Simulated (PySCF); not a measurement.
```csv
atom,x (Å),y (Å),z (Å)
C,2.4530,0.9383,0.1898
C,1.0975,0.3412,0.1501
N,0.0214,0.9925,-0.0477
N,-1.0626,0.1956,-0.0172
Si,-2.6127,0.7709,-0.5328
C,-0.6805,-1.1997,0.2016
C,0.8422,-1.1476,0.3265
F,1.4601,-1.8860,-0.6723
H,3.0941,0.4497,-0.5436
H,2.3905,1.9996,-0.0295
H,2.9007,0.7980,1.1742
H,-2.8915,0.3966,-1.9256
H,-3.5758,0.0953,0.3418
H,-2.5401,2.2104,-0.3492
H,-0.9733,-1.8205,-0.6483
H,-1.1655,-1.5757,1.1042
H,1.2354,-1.5466,1.2681
```

Geometry: GFN2-xTB.

Computed with PySCF 2.14.0, wB97X-D/def2-SVPD, SCF density, gas phase.

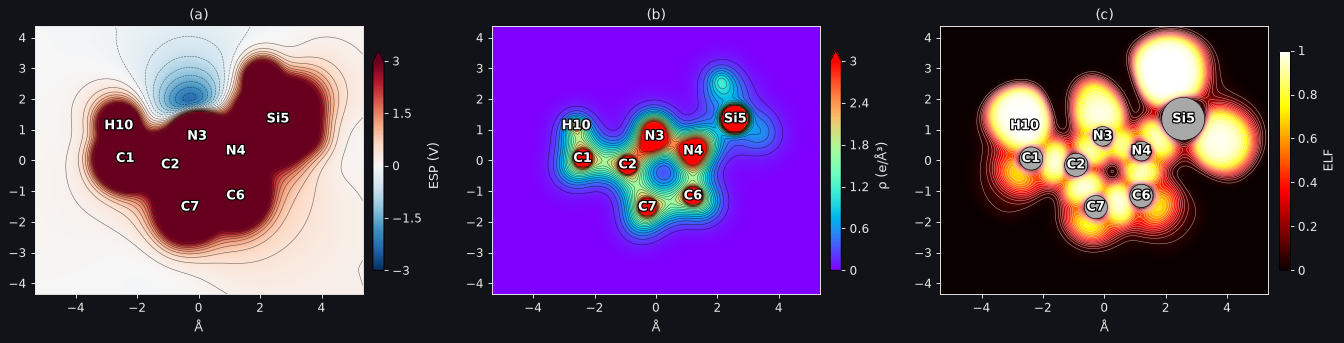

C₄H₉FN₂Si (SMILES CC1=NN([SiH3])C[C@H]1F). (a) molecular electrostatic potential; (b) electron density; (c) electron localisation function on the plane of atoms C2, C1 and H10. Grey discs cover the atomic cores in the ELF map.

> What do the fields say about this system?

- Atoms in the plane: C, N, Si and H.
- C–N (1.27 Å): ρ is about 2.8 e/Å³ halfway; the ELF peaks at about 0.90 between the atoms: localised, covalent bonding.
- N–N (1.35 Å): ρ is about 2.5 e/Å³ halfway; the ELF peaks at about 0.90 between the atoms, as expected for a covalent bond.
- C–C (1.48 Å): ρ at the midpoint is about 1.8 e/Å³; the ELF peaks at about 0.95 between the atoms (a covalent bond).
- Si–N (1.73 Å): ρ at the midpoint is about 1.1 e/Å³; the ELF peaks at about 0.95 between the atoms (a polar covalent bond).
- C–H (1.09 Å): ρ is about 2 e/Å³ halfway; the ELF climbs to about 1 towards the hydrogen, as it does in any bond to H: a covalent bond by its length.
- The ELF also peaks beside N3, away from the bonds: lone-pair regions.
- Outside the dense part of the molecule the potential is most negative (−2.2 V) near N3.
